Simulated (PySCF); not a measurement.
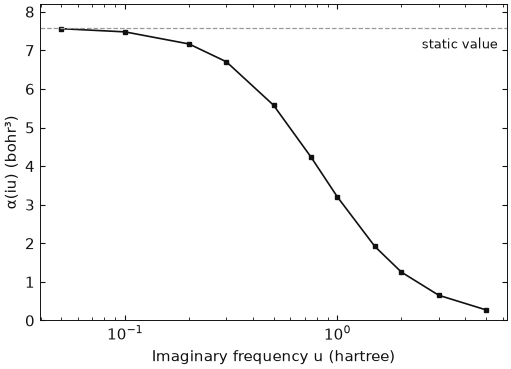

Dipole polarisability at imaginary frequency of an atom or ion with 34 electrons in the configuration [Ar] 3d¹⁰ 4s² 4p⁴. Coupled response at the PBE level; PySCF, def2-TZVPPD, non-relativistic, unrestricted single determinants, no spin-orbit coupling.

Which species is it, and what does the curve give?

Answer. Kr²⁺. The static dipole polarisability is 7.59 bohr³; α(iu) falls to half of it near u = 0.85 hartree. The Casimir–Polder integral gives C₆ = 37.0 hartree bohr⁶ for two such species.
